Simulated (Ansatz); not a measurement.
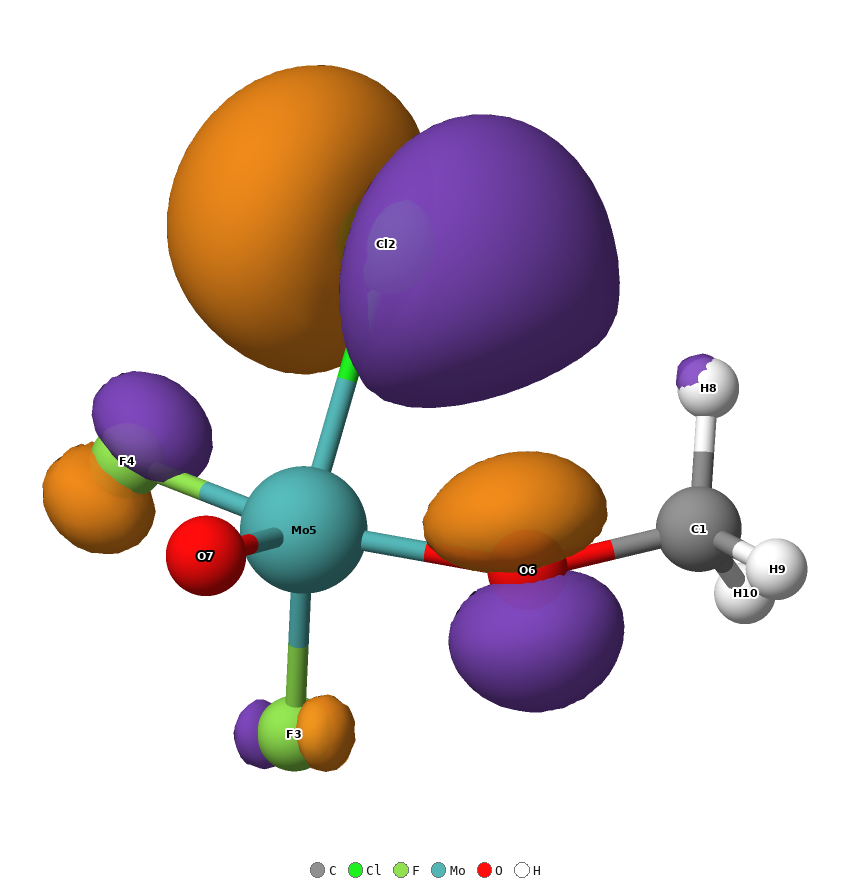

*CH$_{3}$ClF$_{2}$MoO$_{2}$ (SMILES C[O][Mo](=[O])([F])([F])[Cl]). The HOMO at ±0.1 Å⁻³ᐟ² (orange and purple are the two phases), seen across its widest extent.*

Geometry: PBE0-D4/def2-SVP; core potentials replace the inner electrons of Mo.

Method: Ansatz, isolated molecule in a Gaussian basis; Kohn-Sham density functional theory, functional PBE0.

```yaml
atoms:
  - { symbol: C, position_ang: [0.5645, -1.6127, -0.3354] }
  - { symbol: Cl, position_ang: [1.4769, 1.1358, 1.2674] }
  - { symbol: F, position_ang: [-1.4611, 1.3099, -1.3864] }
  - { symbol: F, position_ang: [-0.2365, 2.9699, 0.0163] }
  - { symbol: Mo, position_ang: [-0.6091, 1.1765, 0.2483] }
  - { symbol: O, position_ang: [-0.3385, -0.6055, -0.0136] }
  - { symbol: O, position_ang: [-1.7372, 1.1939, 1.4428] }
  - { symbol: H, position_ang: [1.5216, -1.3922, 0.1732] }
  - { symbol: H, position_ang: [0.1706, -2.5782, 0.0141] }
  - { symbol: H, position_ang: [0.7317, -1.6485, -1.4239] }
```

Question: Where does this orbital lie, and at what energy?

Answer: Its weight (Hirshfeld) is mainly on Cl2 (about 80 %) and O6 (about 10 %); largely a lone pair of Cl2. Its energy is −9.29 eV.
